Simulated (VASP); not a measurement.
# BW under strain, part 2 of 4

How does the pressure of BW answer to a change of volume? The bands are shown for each cell. All runs use LDA. Left out of this account: 1 further run (fields: a reference on another mesh). The start is a computed cell from the Materials Project.

VASP 6.6.1; LDA; plane waves and PAW (B, W).

Still holding for the runs below: Spin-orbit coupling is off here; with elements this heavy it splits and shifts levels by tenths of an eV or more.

So far, pressure (GPa): step 2 (bands, cell as listed) -9.89.

## 3. Bands, volume times 1.04

The cell is expanded evenly, with fractional positions held.

INCAR reads:

```
SYSTEM = BW
PREC = Accurate
ENCUT = 420
EDIFF = 1E-06
NELM = 100
ISMEAR = -1
SIGMA = 0.05
LREAL = .FALSE.
ALGO = Normal
GGA = CA
NBANDS = 23
LASPH = .TRUE.
LORBIT = 11
LWAVE = .FALSE.
LCHARG = .FALSE.
KPAR = 4
```

POSCAR reads:

```
BW
1.0
    1.6017098412     -4.2969262339      0.0000000000
    1.6017098412      4.2969262339      0.0000000000
    0.0000000000      0.0000000000      3.1358565195
B W
2 2
Direct
    0.5610218400      0.4389781600      0.2500000000
    0.4389781600      0.5610218400      0.7500000000
    0.8553852300      0.1446147700      0.2500000000
    0.1446147700      0.8553852300      0.7500000000
```

KPOINTS reads:

```
Automatic mesh
0
Gamma
10 10 10
0 0 0
```

KPOINTS_OPT reads:

```
Line mode
16
Line-mode
Reciprocal
  0.00000000   0.00000000   0.00000000 GAMMA
  0.28473697   0.28473697   0.00000000 X

  0.28473697   0.28473697   0.00000000 X
  0.00000000   0.50000000   0.00000000 S

  0.00000000   0.50000000   0.00000000 S
  0.00000000   0.50000000   0.50000000 R

  0.00000000   0.50000000   0.50000000 R
  0.28473697   0.28473697   0.50000000 A

  0.28473697   0.28473697   0.50000000 A
  0.00000000   0.00000000   0.50000000 Z

  0.00000000   0.00000000   0.50000000 Z
  0.00000000   0.00000000   0.00000000 GAMMA

  0.00000000   0.00000000   0.00000000 GAMMA
 -0.50000000   0.50000000   0.00000000 Y

 -0.50000000   0.50000000   0.00000000 Y
 -0.28473697   0.71526303   0.00000000 X1

 -0.28473697   0.71526303   0.00000000 X1
 -0.28473697   0.71526303   0.50000000 A1

 -0.28473697   0.71526303   0.50000000 A1
 -0.50000000   0.50000000   0.50000000 T

 -0.50000000   0.50000000   0.50000000 T
 -0.50000000   0.50000000   0.00000000 Y

  0.00000000   0.00000000   0.50000000 Z
 -0.50000000   0.50000000   0.50000000 T
```

The projector-augmented-wave data sets are B and W (LDA family, release 64).

On the command line:

```
> mpirun -np 4 vasp_std
```

Log:

```text
[... set-up lines as in an earlier step ...]
 entering main loop
       N       E                     dE             d eps       ncg     rms          rms(c)
DAV:   1     0.219340039921E+02    0.21934E+02   -0.67882E+03  8556   0.594E+02
DAV:   2    -0.468102301650E+02   -0.68744E+02   -0.64197E+02 10522   0.160E+02
DAV:   3    -0.489888405928E+02   -0.21786E+01   -0.21460E+01 10309   0.240E+01
DAV:   4    -0.489958877026E+02   -0.70471E-02   -0.70453E-02  9568   0.148E+00
DAV:   5    -0.489959103473E+02   -0.22645E-04   -0.22644E-04 10477   0.786E-02    0.380E+01
DAV:   6    -0.449796648737E+02    0.40162E+01   -0.46788E+00 10317   0.144E+01    0.121E+01
DAV:   7    -0.448412353105E+02    0.13843E+00   -0.91784E-01  9201   0.486E+00    0.715E+00
DAV:   8    -0.447900681188E+02    0.51167E-01   -0.66457E-02 10108   0.137E+00    0.337E-01
DAV:   9    -0.447872882853E+02    0.27798E-02   -0.89138E-03  9396   0.497E-01    0.468E-01
DAV:  10    -0.447869524346E+02    0.33585E-03   -0.54035E-04 10454   0.124E-01    0.151E-01
DAV:  11    -0.447869380377E+02    0.14397E-04   -0.41741E-05  9772   0.325E-02    0.150E-02
DAV:  12    -0.447869365854E+02    0.14524E-05   -0.62040E-06 10103   0.117E-02    0.234E-03
DAV:  13    -0.447869365943E+02   -0.89781E-08   -0.16230E-07  5293   0.222E-03
   1 F= -.44786937E+02 E0= -.44780155E+02  d E =-.135635E-01
 Start KPOINTS_OPT (optional k-point list driver)
k-point batch [1-186\192]
       N       E                     dE             ncg
DAV:   1     0.252288835701E+05   -0.65677E+05     8556
DAV:   2     0.127110985453E+05   -0.12518E+05    10404
DAV:   3     0.123228187028E+05   -0.38828E+03    10509
DAV:   4     0.123214773138E+05   -0.13414E+01     9655
DAV:   5     0.123214704841E+05   -0.68297E-02    10607
DAV:   6     0.123214704269E+05   -0.57192E-04     9517
DAV:   7     0.123214704259E+05   -0.97259E-06     8907
k-point batch [187-192\192]
       N       E                     dE             ncg
DAV:   1     0.931899026751E+05   -0.26816E+04      276
DAV:   2     0.927841522175E+05   -0.40575E+03      325
DAV:   3     0.927721354179E+05   -0.12017E+02      353
DAV:   4     0.927720943823E+05   -0.41036E-01      305
DAV:   5     0.927720941899E+05   -0.19236E-03      377
DAV:   6     0.927720941885E+05   -0.14566E-05      319
DAV:   7     0.927720941884E+05   -0.13228E-07      329
```

The job ended after 23 s (4 MPI ranks of Intel Xeon 6975P-C (Granite Rapids), shared host; peak memory 1.3 GiB).

From OUTCAR (step 3):

```text
  LATTYP: Found a base centered orthorhombic cell.
 ALAT       =     3.2034196824
 B/A-ratio  =     2.6827120140
 C/A-ratio  =     0.9789090505

 Found    186 irreducible k-points:

   dimension x,y,z NGX =    32 NGY =   32 NGZ =   24
   dimension x,y,z NGXF=    64 NGYF=   64 NGZF=   48

   ENCUT  =  420.0 eV  30.87 Ry    5.56 a.u.   7.66  7.66  5.24*2*pi/ulx,y,z

   NELECT =      18.0000    total number of electrons

 E-fermi :   8.9073

 k-point     1 :       0.0000    0.0000    0.0000
  band No.  band energies     occupation
    ...
      6       4.5548      2.00000
      7       6.2070      2.00000
      8       7.6564      2.00000
      9       8.2304      2.00000
     10       8.8522      1.50139
     11       9.9583      0.00000
     12       9.9788      0.00000
     13      11.0409      0.00000
     14      12.8651      0.00000
     15      12.8949      0.00000
    ...

 k-point     2 :       0.1000   -0.0000    0.0000
  band No.  band energies     occupation
    ...
      6       5.3212      2.00000
      7       6.4643      2.00000
      8       7.4405      2.00000
      9       7.4884      2.00000
     10       8.3857      1.99994
     11       9.7551      0.00000
     12      10.9454      0.00000
     13      11.5697      0.00000
     14      12.2712      0.00000
     15      13.5366      0.00000
    ...

  Total       -5.8720898     -5.9555501     -6.1232371      0.0000000     -0.0000000      0.0000000
  in kB     -217.9592725   -221.0571377   -227.2813163      0.0000000     -0.0000000      0.0000000
  external PRESSURE =    -222.0992422 kB  Pullay stress =       0.0000000 kB

  energy-cutoff  :      420.00
  volume of cell :       43.16
      direct lattice vectors                 reciprocal lattice vectors
     1.601709841 -4.296926234  0.000000000     0.312166403 -0.116362249  0.000000000
     1.601709841  4.296926234  0.000000000     0.312166403  0.116362249  0.000000000
     0.000000000  0.000000000  3.135856519     0.000000000  0.000000000  0.318892141

 POSITION                                       TOTAL-FORCE (eV/Angst)
 -----------------------------------------------------------------------------------
      1.60171     -0.52441      0.78396         0.000000      0.060300      0.000000
      1.60171      0.52441      2.35189         0.000000     -0.060300     -0.000000
      1.60171     -3.05413      0.78396         0.000000     -0.083831      0.000000
      1.60171      3.05413      2.35189         0.000000      0.083831     -0.000000
 -----------------------------------------------------------------------------------
    total drift:                                0.000000     -0.000000      0.000000

  FREE ENERGIE OF THE ION-ELECTRON SYSTEM (eV)
  ---------------------------------------------------
  free  energy   TOTEN  =       -44.7869365943 eV

  energy  without entropy=      -44.7733730463  energy(sigma->0) =      -44.78015482

 total charge
# of ion       s       p       d       tot
------------------------------------------
    1        0.650   1.214   0.000   1.864
    2        0.650   1.214   0.000   1.864
    3        0.562   0.713   4.326   5.601
    4        0.562   0.713   4.326   5.601
--------------------------------------------------
tot          2.424   3.855   8.652  14.931

[... 3 parts as in an earlier step ...]

[... 7 further parts left out ...]
```

This step gave:

* free energy (TOTEN): -44.79 eV
* energy at zero smearing: -44.78 eV
* Fermi energy: 8.907 eV
* pressure: -22.21 GPa

The electronic bands at the labelled points (eV, zero at the Fermi level; # counts the bands kept, so #1 is VASP's band 2):

| point | #5 | #6 | #7 | #8 | #9 | #10 | #11 | #12 |
| --- | --- | --- | --- | --- | --- | --- | --- | --- |
| Γ | -4.35 | -2.70 | -1.25 | -0.68 | -0.06 | 1.05 | 1.07 | 2.13 |
| X | -3.84 | -2.39 | -2.36 | -1.46 | -0.65 | 1.26 | 2.13 | 2.25 |
| S | -4.17 | -2.96 | -2.34 | -0.64 | -0.07 | 1.31 | 1.32 | 2.18 |
| R | -5.02 | -3.05 | -3.05 | 2.04 | 2.04 | 2.54 | 2.54 | 5.34 |
| A | -4.85 | -2.89 | -2.89 | 1.45 | 1.45 | 2.43 | 2.43 | 5.00 |
| Z | -4.93 | -3.64 | -3.64 | 2.00 | 2.00 | 2.23 | 2.23 | 3.11 |
| Γ | -4.35 | -2.70 | -1.25 | -0.68 | -0.06 | 1.05 | 1.07 | 2.13 |
| Y | -4.53 | -3.44 | -0.66 | -0.23 | 0.76 | 0.91 | 1.94 | 1.94 |
| X1 | -3.84 | -2.39 | -2.36 | -1.46 | -0.65 | 1.26 | 2.13 | 2.25 |
| A1 | -4.85 | -2.89 | -2.89 | 1.45 | 1.45 | 2.43 | 2.43 | 5.00 |
| T | -3.77 | -3.15 | -3.15 | -1.10 | -1.10 | 0.06 | 0.06 | 2.32 |
| Y | -4.53 | -3.44 | -0.66 | -0.23 | 0.76 | 0.91 | 1.94 | 1.94 |
| jump to Z | -4.93 | -3.64 | -3.64 | 2.00 | 2.00 | 2.23 | 2.23 | 3.11 |
| T | -3.77 | -3.15 | -3.15 | -1.10 | -1.10 | 0.06 | 0.06 | 2.32 |

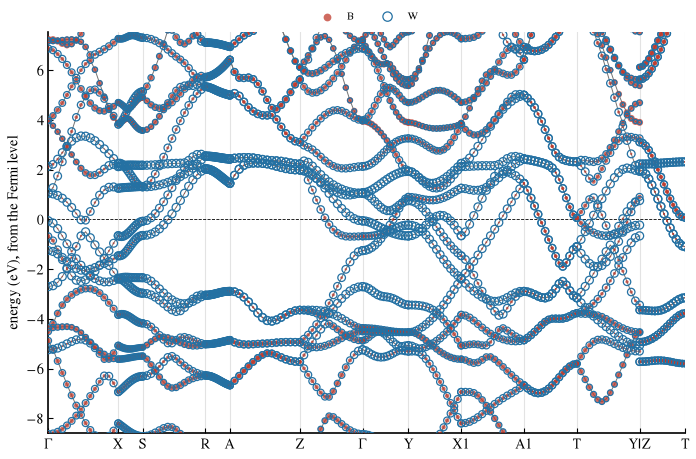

Electronic bands along the path; dots are coloured as in the legend, and their area grows with the weight.

Force by atom:

| atom | x (eV/Å) | y (eV/Å) | z (eV/Å) | size |
| --- | --- | --- | --- | --- |
| B1 | 0.0000 | 0.0603 | 0.0000 | 0.0603 |
| B2 | 0.0000 | -0.0603 | 0.0000 | 0.0603 |
| W3 | 0.0000 | -0.0838 | 0.0000 | 0.0838 |
| W4 | 0.0000 | 0.0838 | 0.0000 | 0.0838 |

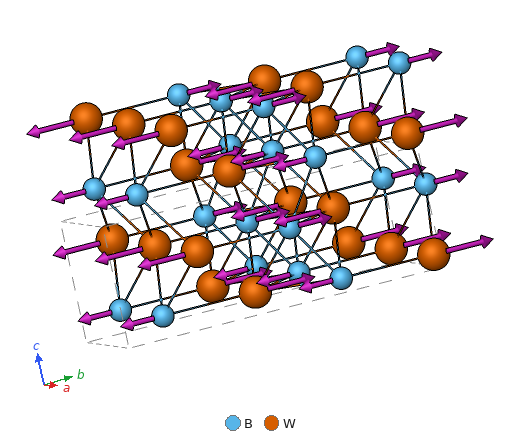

Force as arrows, the longest 0.0838 eV/Å. 2×1×2 conventional cells are drawn. Some periodic images of atoms are drawn too.

 The pressure is -22.21 GPa.

## 4. Bands, volume times 1.08

The cell is expanded evenly, with fractional positions held.

INCAR is that of step 3.

POSCAR reads:

```
BW
1.0
    1.6219868019     -4.3513234799      0.0000000000
    1.6219868019      4.3513234799      0.0000000000
    0.0000000000      0.0000000000      3.1755551202
B W
2 2
Direct
    0.5610218400      0.4389781600      0.2500000000
    0.4389781600      0.5610218400      0.7500000000
    0.8553852300      0.1446147700      0.2500000000
    0.1446147700      0.8553852300      0.7500000000
```

KPOINTS is that of step 3.

KPOINTS_OPT is that of step 3.

On the command line:

```
> mpirun -np 4 vasp_std
```

Log:

```text
[... set-up lines as in an earlier step ...]
 entering main loop
       N       E                     dE             d eps       ncg     rms          rms(c)
DAV:   1     0.202818515183E+02    0.20282E+02   -0.67518E+03  8556   0.590E+02
DAV:   2    -0.465494851501E+02   -0.66831E+02   -0.62277E+02 10475   0.157E+02
DAV:   3    -0.486688115406E+02   -0.21193E+01   -0.20881E+01 10422   0.236E+01
DAV:   4    -0.486757573385E+02   -0.69458E-02   -0.69434E-02  9468   0.147E+00
DAV:   5    -0.486757794074E+02   -0.22069E-04   -0.22069E-04 10495   0.792E-02    0.354E+01
DAV:   6    -0.446886503597E+02    0.39871E+01   -0.48257E+00 10395   0.144E+01    0.108E+01
DAV:   7    -0.445579061987E+02    0.13074E+00   -0.90422E-01  9138   0.483E+00    0.672E+00
DAV:   8    -0.445070202258E+02    0.50886E-01   -0.75385E-02 10052   0.144E+00    0.318E-01
DAV:   9    -0.445041875038E+02    0.28327E-02   -0.90996E-03  9319   0.503E-01    0.437E-01
DAV:  10    -0.445038167451E+02    0.37076E-03   -0.56584E-04 10374   0.127E-01    0.137E-01
DAV:  11    -0.445038011024E+02    0.15643E-04   -0.41893E-05  9700   0.325E-02    0.192E-02
DAV:  12    -0.445037995404E+02    0.15620E-05   -0.59804E-06 10082   0.115E-02    0.231E-03
DAV:  13    -0.445037995527E+02   -0.12239E-07   -0.15362E-07  5286   0.213E-03
   1 F= -.44503800E+02 E0= -.44496763E+02  d E =-.140722E-01
 Start KPOINTS_OPT (optional k-point list driver)
k-point batch [1-186\192]
       N       E                     dE             ncg
DAV:   1     0.240738674345E+05   -0.66469E+05     8556
DAV:   2     0.117723000857E+05   -0.12302E+05    10357
DAV:   3     0.113800063635E+05   -0.39229E+03    10620
DAV:   4     0.113786034435E+05   -0.14029E+01     9463
DAV:   5     0.113785963851E+05   -0.70584E-02    10753
DAV:   6     0.113785963247E+05   -0.60360E-04     9277
DAV:   7     0.113785963237E+05   -0.10669E-05     9000
DAV:   8     0.113785963236E+05   -0.60485E-07     6659
k-point batch [187-192\192]
       N       E                     dE             ncg
DAV:   1     0.902791306317E+05   -0.24932E+04      276
DAV:   2     0.898878001418E+05   -0.39133E+03      347
DAV:   3     0.898749926467E+05   -0.12807E+02      346
DAV:   4     0.898749514640E+05   -0.41183E-01      311
DAV:   5     0.898749512791E+05   -0.18493E-03      384
DAV:   6     0.898749512777E+05   -0.13197E-05      291
DAV:   7     0.898749512777E+05   -0.11656E-07      336
```

The job ended after 21 s (4 MPI ranks; peak memory 1.2 GiB; 81 s of CPU time).

Parts of OUTCAR (step 4):

```text
  LATTYP: Found a base centered orthorhombic cell.
 ALAT       =     3.2439736038
 B/A-ratio  =     2.6827120139
 C/A-ratio  =     0.9789090505

 Found    186 irreducible k-points:

   ENCUT  =  420.0 eV  30.87 Ry    5.56 a.u.   7.76  7.76  5.31*2*pi/ulx,y,z

   NELECT =      18.0000    total number of electrons

 E-fermi :   8.4667

 k-point     1 :       0.0000    0.0000    0.0000
  band No.  band energies     occupation
    ...
      6       4.2854      2.00000
      7       5.8795      2.00000
      8       7.2665      2.00000
      9       7.8205      2.00000
     10       8.3988      1.59090
     11       9.4435      0.00000
     12       9.4753      0.00000
     13      10.5045      0.00000
     14      12.2941      0.00000
     15      12.3303      0.00000
    ...

 k-point     2 :       0.1000    0.0000    0.0000
  band No.  band energies     occupation
    ...
      6       4.9648      2.00000
      7       6.1425      2.00000
      8       7.0663      2.00000
      9       7.1042      2.00000
     10       7.9626      1.99992
     11       9.2579      0.00000
     12      10.3989      0.00000
     13      10.9916      0.00000
     14      11.7394      0.00000
     15      12.8992      0.00000
    ...

  Total       -8.8599612     -8.9941969     -9.1114489      0.0000000      0.0000000      0.0000000
  in kB     -316.6825010   -321.4804995   -325.6714510      0.0000000      0.0000000      0.0000000
  external PRESSURE =    -321.2781505 kB  Pullay stress =       0.0000000 kB

  energy-cutoff  :      420.00
  volume of cell :       44.82
      direct lattice vectors                 reciprocal lattice vectors
     1.621986802 -4.351323480  0.000000000     0.308263914 -0.114907568  0.000000000
     1.621986802  4.351323480  0.000000000     0.308263914  0.114907568  0.000000000
     0.000000000  0.000000000  3.175555120     0.000000000  0.000000000  0.314905572

 POSITION                                       TOTAL-FORCE (eV/Angst)
 -----------------------------------------------------------------------------------
      1.62199     -0.53105      0.79389         0.000000      0.089811      0.000000
      1.62199      0.53105      2.38167         0.000000     -0.089811     -0.000000
      1.62199     -3.09279      0.79389         0.000000     -0.196048     -0.000000
      1.62199      3.09279      2.38167         0.000000      0.196048      0.000000
 -----------------------------------------------------------------------------------
    total drift:                                0.000000     -0.000000      0.000000

  FREE ENERGIE OF THE ION-ELECTRON SYSTEM (eV)
  ---------------------------------------------------
  free  energy   TOTEN  =       -44.5037995527 eV

  energy  without entropy=      -44.4897273278  energy(sigma->0) =      -44.49676344

 total charge
# of ion       s       p       d       tot
------------------------------------------
    1        0.641   1.176   0.000   1.817
    2        0.641   1.176   0.000   1.817
    3        0.543   0.672   4.248   5.462
    4        0.543   0.672   4.248   5.462
--------------------------------------------------
tot          2.367   3.695   8.495  14.557

[... 4 parts as in an earlier step ...]

[... 7 further parts left out ...]
```

Numbers from this step:

```
free energy (TOTEN)     : -44.50 eV
energy at zero smearing : -44.50 eV
Fermi energy            : 8.467 eV
pressure                : -32.13 GPa
```

Electronic bands along the path, in eV, zero at the Fermi level; # counts the bands kept, so #1 is VASP's band 2:

| point | #5 | #6 | #7 | #8 | #9 | #10 | #11 | #12 |
| --- | --- | --- | --- | --- | --- | --- | --- | --- |
| Γ | -4.18 | -2.59 | -1.20 | -0.65 | -0.07 | 0.98 | 1.01 | 2.04 |
| X | -3.69 | -2.29 | -2.25 | -1.39 | -0.62 | 1.17 | 1.99 | 2.13 |
| S | -4.01 | -2.83 | -2.26 | -0.62 | -0.08 | 1.23 | 1.25 | 2.04 |
| R | -4.86 | -2.97 | -2.97 | 1.91 | 1.91 | 2.39 | 2.39 | 5.06 |
| A | -4.67 | -2.82 | -2.82 | 1.37 | 1.37 | 2.28 | 2.28 | 4.71 |
| Z | -4.72 | -3.53 | -3.53 | 1.87 | 1.87 | 2.10 | 2.10 | 2.95 |
| Γ | -4.18 | -2.59 | -1.20 | -0.65 | -0.07 | 0.98 | 1.01 | 2.04 |
| Y | -4.35 | -3.28 | -0.64 | -0.23 | 0.71 | 0.86 | 1.82 | 1.84 |
| X1 | -3.69 | -2.29 | -2.25 | -1.39 | -0.62 | 1.17 | 1.99 | 2.13 |
| A1 | -4.67 | -2.82 | -2.82 | 1.37 | 1.37 | 2.28 | 2.28 | 4.71 |
| T | -3.60 | -2.99 | -2.99 | -1.04 | -1.04 | 0.09 | 0.09 | 2.18 |
| Y | -4.35 | -3.28 | -0.64 | -0.23 | 0.71 | 0.86 | 1.82 | 1.84 |
| jump to Z | -4.72 | -3.53 | -3.53 | 1.87 | 1.87 | 2.10 | 2.10 | 2.95 |
| T | -3.60 | -2.99 | -2.99 | -1.04 | -1.04 | 0.09 | 0.09 | 2.18 |

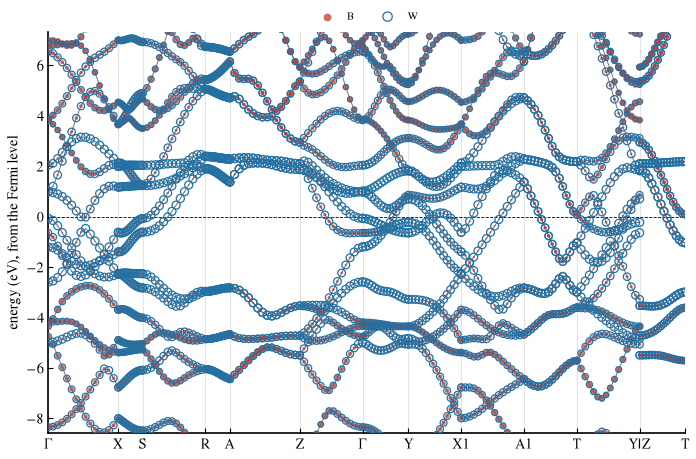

Electronic bands along the path; dots are coloured as in the legend, and their area grows with the weight.

Force by atom:

| atom | x (eV/Å) | y (eV/Å) | z (eV/Å) | size |
| --- | --- | --- | --- | --- |
| B1 | 0.000 | 0.090 | 0.000 | 0.090 |
| B2 | 0.000 | -0.090 | 0.000 | 0.090 |
| W3 | 0.000 | -0.196 | 0.000 | 0.196 |
| W4 | 0.000 | 0.196 | 0.000 | 0.196 |

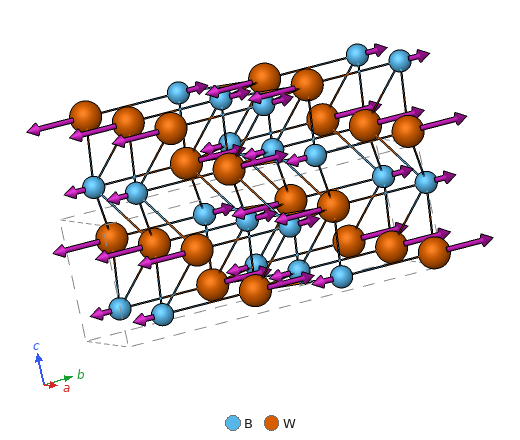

Force as arrows, the longest 0.196 eV/Å. 2×1×2 conventional cells are drawn. Some periodic images of atoms are drawn too.

 The pressure is -32.13 GPa.

[end of part 2 of 4]

[Lines on the potential files, build, host, timing and source positions are cut from VASP's logs without a mark.]

[Logs are printed without paths, hosts, clocks, repeated set-up lines and the standing remarks that a program may print on its own settings, such as how far it seeks lower states.]

[Hosts, paths, dates, database ids (printed as entryN), source tags and the programs' standing remarks are cut or masked in the printed files.]

[A measured line is paired with the nearest computed mode of its activity, which favours agreement.]
